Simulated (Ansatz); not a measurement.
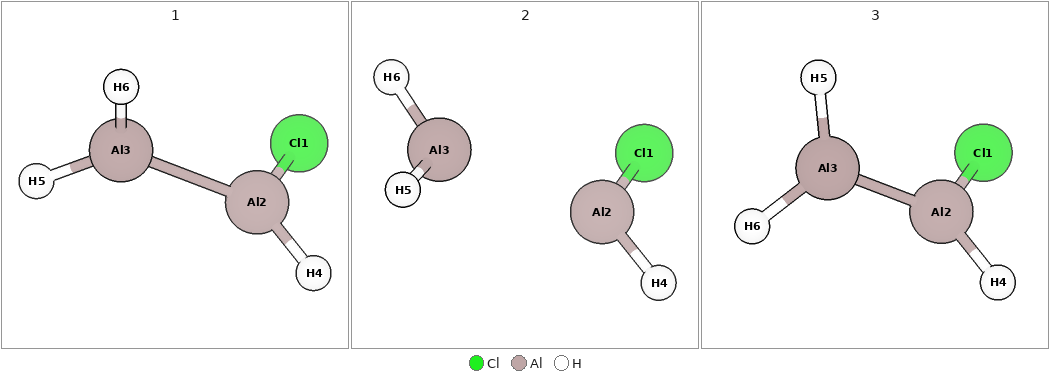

Al₂ClH₃, SMILES [AlH2][AlH][Cl]. First axis: bond length Al2–Al3. Second axis: dihedral Cl1–Al2–Al3–H5. Nothing is relaxed (all other coordinates rigid). The grid has 15 × 15 points; 120 points were computed and 105 follow by symmetry. Energies are in eV, from the lowest grid point. All numbers below come from RHF-MP2, frozen core/def2-TZVP in Ansatz 0.2.0.

The numbered pictures are structures from this grid.

Rank them by energy, lowest first.

1, at bond length Al2–Al3 = 2.620 Å, dihedral Cl1–Al2–Al3–H5 = 84°: 0.00 eV; 2, at bond length Al2–Al3 = 3.135 Å, dihedral Cl1–Al2–Al3–H5 = −180°: 0.60 eV; 3, at bond length Al2–Al3 = 2.192 Å, dihedral Cl1–Al2–Al3–H5 = −60°: 0.87 eV.

The map, with the structures marked:

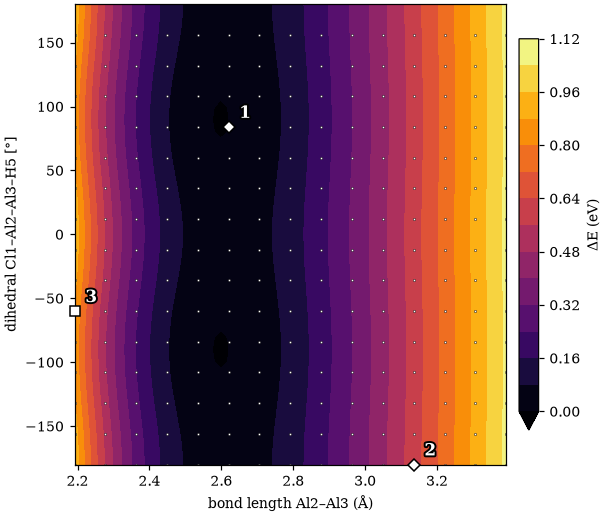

Drawn: filled contours, dots at the grid points. Between grid points the surface is interpolated.
